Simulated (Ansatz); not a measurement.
# CHAlN (doublet): one geometry, many settings at a displaced geometry (v2)

Aim: run CHAlN (doublet) at one geometry under a spread of methods and options, and see what each costs and gives.

Method: the settings change from run to run; program: Ansatz 0.2.0, Gaussian basis.

17 further runs of the same task are left out: 4 that didn't finish, 13 set aside as unsound or not needed.

### 1 The system

The geometry is a PBE0/def2-TZVP stationary point (not a proven minimum) with its atoms shifted at random (size 0.100 Å).

4 atoms, charge 0, spin multiplicity 2.

Atoms are counted from 1 here; the program's logs count them from 0.

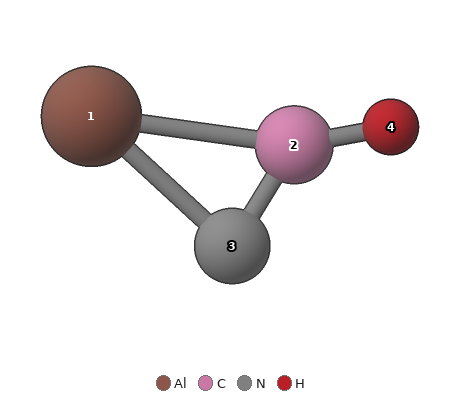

The structure; aluminium brown, carbon pink, nitrogen grey, hydrogen red; atoms are numbered from 1 in the order of the file.

### 2 CCSDT/STO-3G

in.yaml reads:

```yaml
crystal:
  periodic: [false, false, false]
  atoms:
    - {symbol: Al, position_ang: [0.059651, 0.111119, 1.003085]}
    - {symbol: C, position_ang: [-0.105223, 0.499640, -1.112136]}
    - {symbol: N, position_ang: [-0.028602, -0.715086, -0.833233]}
    - {symbol: H, position_ang: [0.054506, 1.008788, -2.020350]}
basis:
  gaussian: {orbitals: STO-3G}
magnetization: {spin_polarized: true, initial_magnetization: 1}
hamiltonian: {xc: {name: r2SCAN}}
correlation: {method: ccsdt, electrons: valence}
```

Launch:

```sh
ansatz run in.yaml --threads 1 --pin off --events-out ev --progress --plain --max-ram 2393MiB
```

The program printed (excerpt; [...] marks lines left out):

```text
Functional definition: r2SCAN
  name "r2SCAN"
  cite "Furness, Kaplan, Ning, Perdew & Sun, J. Phys. Chem. Lett. 11, 8208 (2020) doi:10.1021/acs.jpclett.0c02405"
  cite "Furness, Kaplan, Ning, Perdew & Sun, J. Phys. Chem. Lett. 11, 9248 (2020) doi:10.1021/acs.jpclett.0c03077"
  parent r2scan
[...]
351 factors; integrals over basis functions are off by at most 3.4e-8 eV
[...]
mean field -9022.79284717 eV, -331.5815212650 hartree, gradient 2.0e-6 eV, S^2 0.752874; 0 other end points of the search recorded, 0 dependent functions left out
7 core orbitals not correlated: weight in the atoms' cores, before any rotation towards them, 0.999 or more for the frozen orbitals, at most 0.000 for the correlated occupied ones
reference -8996.69347188 eV, -330.6223869139 hartree; 7, 6 occupied and 6, 7 virtual orbitals, 351 factors
second order -4.40610609 eV of doubles, -0.15592302 eV of singles
cycle   1  -4.64560673 eV  change   -8.8e-2 eV  update   8.5e-2
[...]
cycle  17  -5.11735349 eV  change   -7.1e-7 eV  update   1.0e-6
Total energy: -9001.81082537 eV, -330.8104461859 hartree
```

Wall time 2 s (1 thread of Arm Neoverse V2, shared host).

From the report: ⟨S²⟩ of the determinant 0.753 (pure doublet: 0.75); correlation -5.1174 eV; T1 0.012; largest double amplitude 0.14. The orbitals are Kohn-Sham ones, so correlation energy and T1 don't compare with those on Hartree-Fock orbitals.

### 3 HF/cc-pVDZ

in.yaml: that of step 2 with these lines changed.

```diff
@@ -8,5 +8,5 @@
 basis:
-  gaussian: {orbitals: STO-3G}
+  gaussian: {orbitals: cc-pVDZ}
 magnetization: {spin_polarized: true, initial_magnetization: 1}
-hamiltonian: {xc: {name: r2SCAN}}
-correlation: {method: ccsdt, electrons: valence}
+hamiltonian: {xc: hf}
+output: {forces: true, orbitals: {seedname: orbitals}}
```

The command is unchanged.

The program printed (excerpt; [...] marks lines left out):

```text
Functional definition: HF
  name "HF"
  cite "Fock, Z. Phys. 61, 126 (1930) doi:10.1007/BF01340294"
  parent pbe
[...]
493 factors; integrals over basis functions are off by at most 1.2e-3 eV
[...]
mean field -9109.29846347 eV, -334.7605440282 hartree, gradient 1.8e-6 eV, S^2 0.785636; 2 other end points of the search recorded, 0 dependent functions left out
[...]
reference -9109.29846347 eV, -334.7605440282 hartree; 14, 13 occupied and 37, 38 virtual orbitals, 493 factors
Total energy: -9109.29846347 eV, -334.7605440282 hartree
Atom 0 at     0.059651     0.111119     1.003085 Å, force    -0.113165     0.019432     0.407084 eV/Å
Atom 1 at    -0.105223     0.499640    -1.112136 Å, force     0.478409    -3.262399     1.805308 eV/Å
Atom 2 at    -0.028602    -0.715086    -0.833233 Å, force    -0.266342     2.455316    -0.751294 eV/Å
Atom 3 at     0.054506     1.008788    -2.020350 Å, force    -0.098903     0.787652    -1.461098 eV/Å
Dipole moment:     0.025232     0.259182    -0.252672 e Å
```

Wall time 1.4 s (1 thread of Arm Neoverse V2, shared host).

From the report: ⟨S²⟩ of the determinant 0.786 (pure doublet: 0.75).

### 4 BCCD/STO-3G

in.yaml: that of step 3 with these lines changed.

```diff
@@ -8,5 +8,6 @@
 basis:
-  gaussian: {orbitals: cc-pVDZ}
+  gaussian: {orbitals: STO-3G}
 magnetization: {spin_polarized: true, initial_magnetization: 1}
-hamiltonian: {xc: hf}
-output: {forces: true, orbitals: {seedname: orbitals}}
+hamiltonian: {xc: {name: PBE}}
+correlation: {method: bccd, electrons: outside_noble_gas}
+output: {forces: true}
```

Same command.

The program printed (excerpt; [...] marks lines left out):

```text
Functional definition: PBE
  name "PBE"
  cite "Perdew, Burke & Ernzerhof, Phys. Rev. Lett. 77, 3865 (1996) doi:10.1103/PhysRevLett.77.3865"
  parent pbe
[...]
243 factors; integrals over basis functions are off by at most 6.2e-5 eV
[...]
mean field -9017.77273874 eV, -331.3970356827 hartree, gradient 3.1e-6 eV, S^2 0.751346; 1 other end points of the search recorded, 0 dependent functions left out
7 core orbitals not correlated: weight in the atoms' cores, before any rotation towards them, 0.999 or more for the frozen orbitals, at most 0.000 for the correlated occupied ones
reference -8996.55438475 eV, -330.6172755561 hartree; 7, 6 occupied and 6, 7 virtual orbitals, 243 factors
second order -4.47058306 eV of doubles, -0.21184464 eV of singles
cycle   1  -4.74192102 eV  change   -6.6e-2 eV  update   8.2e-2
[...]
cycle  14  -5.09748543 eV  change    2.2e-6 eV  update   1.7e-6
[...]
Total energy: -9001.65187018 eV, -330.8046046904 hartree
Atom 0 at     0.059651     0.111119     1.003085 Å, force    -0.220891    -0.062986    -0.708680 eV/Å
Atom 1 at    -0.105223     0.499640    -1.112136 Å, force     0.072871     2.007791     2.322864 eV/Å
Atom 2 at    -0.028602    -0.715086    -0.833233 Å, force     0.122816    -3.254788     0.976995 eV/Å
Atom 3 at     0.054506     1.008788    -2.020350 Å, force     0.025204     1.309983    -2.591179 eV/Å
Dipole moment:     0.042177     0.198579     0.390791 e Å
```

It took 1.8 s on 1 thread of Arm Neoverse V2, shared host.

From the report: ⟨S²⟩ of the determinant 0.751 (pure doublet: 0.75); correlation -5.0975 eV; largest double amplitude 0.12.

### 5 CCSDT(Q)/B on ROHF/STO-3G

in.yaml reads:

```yaml
crystal:
  periodic: [false, false, false]
  atoms:
    - {symbol: Al, position_ang: [0.059651, 0.111119, 1.003085]}
    - {symbol: C, position_ang: [-0.105223, 0.499640, -1.112136]}
    - {symbol: N, position_ang: [-0.028602, -0.715086, -0.833233]}
    - {symbol: H, position_ang: [0.054506, 1.008788, -2.020350]}
basis:
  gaussian: {orbitals: STO-3G, point_charges: [{charge: 1.00, position_ang: [5.020, 0.135, -0.699]}]}
magnetization: {spin_polarized: false, initial_magnetization: 1}
correlation: {method: ccsdt_q_b, electrons: valence}
scf: {lower_state_search: full}
output: {forces: true}
```

Launched as before.

The program printed (excerpt; [...] marks lines left out):

```text
Functional definition: HF
  name "HF"
  cite "Fock, Z. Phys. 61, 126 (1930) doi:10.1007/BF01340294"
  parent pbe
[...]
351 factors; integrals over basis functions are off by at most 3.4e-8 eV
[...]
mean field -8996.88394833 eV, -330.6293867942 hartree, gradient 2.4e-6 eV, S^2 0.750000; 7 other end points of the search recorded, 0 dependent functions left out
[...]
determinant -8996.88394833 eV, -330.6293867942 hartree, with singles and doubles -9001.74223945 eV, -330.8079256997 hartree
determinant -8993.91021113 eV, -330.5201039677 hartree, with singles and doubles -8998.49564117 eV, -330.6886154136 hartree
7 core orbitals not correlated: weight in the atoms' cores, before any rotation towards them, 1.000 or more for the frozen orbitals, at most 0.000 for the correlated occupied ones
reference -8996.88394833 eV, -330.6293867942 hartree; 7, 6 occupied and 6, 7 virtual orbitals, 351 factors
second order -4.09227290 eV of doubles, -0.05725054 eV of singles
cycle   1  -4.42080150 eV  change   -2.7e-1 eV  update   9.4e-2
[...]
cycle  19  -4.96551733 eV  change   -4.0e-8 eV  update   7.7e-7
perturbative correction -0.03931636 eV, -0.0014448495 hartree
[...]
Total energy: -9001.88878202 eV, -330.8133110399 hartree
Atom 0 at     0.059651     0.111119     1.003085 Å, force    -0.361582    -0.067884    -0.567704 eV/Å
Atom 1 at    -0.105223     0.499640    -1.112136 Å, force     0.101131     2.300090     2.242453 eV/Å
Atom 2 at    -0.028602    -0.715086    -0.833233 Å, force     0.256826    -3.563861     1.035364 eV/Å
Atom 3 at     0.054506     1.008788    -2.020350 Å, force    -0.007039     1.353286    -2.662738 eV/Å
Dipole moment:    -0.025856     0.199503     0.388364 e Å
```

It took 12 s on 1 thread of Arm Neoverse V2, shared host.

From the report: correlation -5.0048 eV; T1 0.029; largest double amplitude 0.14.

### 6 CCSDT(Q)/B/6-31G

in.yaml reads:

```yaml
crystal:
  periodic: [false, false, false]
  atoms:
    - {symbol: Al, position_ang: [0.059651, 0.111119, 1.003085]}
    - {symbol: C, position_ang: [-0.105223, 0.499640, -1.112136]}
    - {symbol: N, position_ang: [-0.028602, -0.715086, -0.833233]}
    - {symbol: H, position_ang: [0.054506, 1.008788, -2.020350]}
basis:
  gaussian: {orbitals: 6-31G, fitting: {mean_field: def2-universal-jkfit}}
magnetization: {spin_polarized: true, initial_magnetization: 1}
hamiltonian: {xc: {name: PBE0}}
correlation: {method: ccsdt_q_b, electrons: outside_noble_gas}
scf: {lower_state_search: full}
output: {forces: true}
```

Same command.

The program printed (excerpt; [...] marks lines left out):

```text
Functional definition: PBE0
  name "PBE0"
  cite "Adamo & Barone, J. Chem. Phys. 110, 6158 (1999) doi:10.1063/1.478522"
  cite "Perdew, Burke & Ernzerhof, Phys. Rev. Lett. 77, 3865 (1996) doi:10.1103/PhysRevLett.77.3865"
  parent pbe
[...]
298 factors; integrals over basis functions are off by at most 3.3e-2 eV
[...]
mean field -9130.06290998 eV, -335.5236233627 hartree, gradient 6.3e-6 eV, S^2 0.754048; 8 other end points of the search recorded, 0 dependent functions left out
7 core orbitals not correlated: weight in the atoms' cores, before any rotation towards them, 1.000 or more for the frozen orbitals, at most 0.000 for the correlated occupied ones
reference -9106.66375689 eV, -334.6637203475 hartree; 7, 6 occupied and 19, 20 virtual orbitals, 298 factors
second order -6.64268606 eV of doubles, -0.19966255 eV of singles
cycle   1  -6.45990335 eV  change    3.8e-1 eV  update   1.1e-1
[...]
cycle  21  -7.20945057 eV  change    1.3e-8 eV  update   6.9e-7
perturbative correction -0.04665903 eV, -0.0017146876 hartree
[...]
Total energy: -9113.91986649 eV, -334.9303774566 hartree
Atom 0 at     0.059651     0.111119     1.003085 Å, force    -0.018068     0.213057     1.748568 eV/Å
Atom 1 at    -0.105223     0.499640    -1.112136 Å, force     0.261693     0.254531    -0.020965 eV/Å
Atom 2 at    -0.028602    -0.715086    -0.833233 Å, force    -0.121785    -1.594096    -0.314361 eV/Å
Atom 3 at     0.054506     1.008788    -2.020350 Å, force    -0.121840     1.126508    -1.413241 eV/Å
Dipole moment:     0.027535     0.255702    -0.163817 e Å
```

Run time: 76 s. Hardware: 1 thread of Arm Neoverse V2, shared host; peak memory 1.1 GiB.

From the report: ⟨S²⟩ of the determinant 0.754 (pure doublet: 0.75); correlation -7.2561 eV; T1 0.010; largest double amplitude 0.10. The orbitals are Kohn-Sham ones, so correlation energy and T1 don't compare with those on Hartree-Fock orbitals.

### 7 The runs in one table

Where basis and cores are those of an earlier UCCSDT(Q)/cc-pVDZ run (-9119.2566 eV), and the state is the same kind, the miss against it is given.

```
                                            level         correlated  functions  energy (eV)  from UCCSDT(Q) (meV)   time
                CCSDT/STO-3G (on r2SCAN orbitals)            valence         20   -9001.8108                          2 s
                                       HF/cc-pVDZ                            51   -9109.2985                9958.1  1.4 s
                    BCCD/STO-3G (on PBE orbitals)  outside noble gas         20   -9001.6519                        1.8 s
CCSDT(Q)/B on ROHF/STO-3G (beside a point charge)            valence         20   -9001.8888                         12 s
              CCSDT(Q)/B/6-31G (on PBE0 orbitals)  outside noble gas         33   -9113.9199                         76 s
```

### 8 Summary of results

| quantity | value |
| --- | --- |
| runs | 5 |
| quickest | HF/cc-pVDZ, 1.4 s |
| slowest | CCSDT(Q)/B/6-31G (on PBE0 orbitals), 76 s |

In words: Total energies in different bases, with other cores or another treatment of relativity can't be set against each other. CCSDT(Q)/B/6-31G (on PBE0 orbitals) took 56 times as long as HF/cc-pVDZ; the jobs differ in more than the method. Hartree-Fock, CASSCF and CASCI lack dynamic correlation by design.
